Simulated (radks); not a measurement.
# P⁺ with its nuclear charge varied continuously

What is the energy between the elements? 14 electrons are held in [Ne] 3s2 3p2 while Z is changed in small steps.

Program: radks (a radial shooting solver on a logarithmic mesh, Libxc functionals) version 1. Level of theory: scalar-relativistic Kohn-Sham, BLYP, spin-polarised, spherical densities, finite nucleus; open shells are filled with parallel spins first. These are calculated values, not measurements, unless marked.

## 1. The system

* element: phosphorus (Z = 15)
* charge: +1
* electrons: 14
* configuration: [Ne] 3s2 3p2
* nuclear rms radius: 3.1889 fm

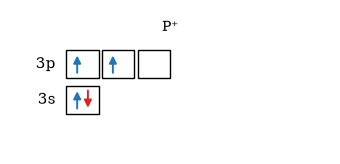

Occupation of the outer shells (arrows by Hund's rule).

## 2. Z = 15

Input:

```text
Z 15
configuration [Ne] 3s2 3p2
relativity scalar-relativistic
functional b88,lyp
spin polarised
nucleus finite rms 3.1889 fm
c 137.035999084
```

## 3. Z = 14.5

Settings, as their differences from step 2:

```diff
@@ -1,2 +1,2 @@
-Z 15
+Z 14.5
 configuration [Ne] 3s2 3p2
```

## 4. Z = 15.5

Settings, as their differences from step 3:

```diff
@@ -1,2 +1,2 @@
-Z 14.5
+Z 15.5
 configuration [Ne] 3s2 3p2
```

## 5. Z = 16

Settings, as their differences from step 4:

```diff
@@ -1,2 +1,2 @@
-Z 15.5
+Z 16
 configuration [Ne] 3s2 3p2
```

Q: Predict the outcome of this session. Wanted: for each run, Z; E; E(electron-nucleus)/Z; highest level; its energy; <r>.

As calculated:

```
   Z  E (hartree)  E(electron-nucleus)/Z (hartree)  highest level  its energy (eV)  <r> (bohr)
14.5   -315.32203                         -51.7248          3p up           -9.053       2.380
  15   -341.75804                         -53.9945          3p up          -14.732       2.116
15.5   -369.32895                         -56.2615          3p up          -21.307       1.914
  16   -398.03385                         -58.5270          3p up          -28.741       1.753
```

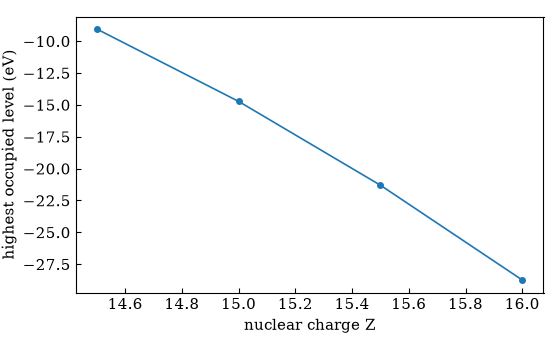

The highest occupied level against the nuclear charge.

At Z = 15 the central difference of E is -54.007 hartree, against -53.995 from the Hellmann-Feynman theorem; the scalar-relativistic energy here is not variational, so the two differ by a part that grows with Z. The top level goes from -9.053 eV at Z = 14.5 to -28.741 eV at Z = 16.
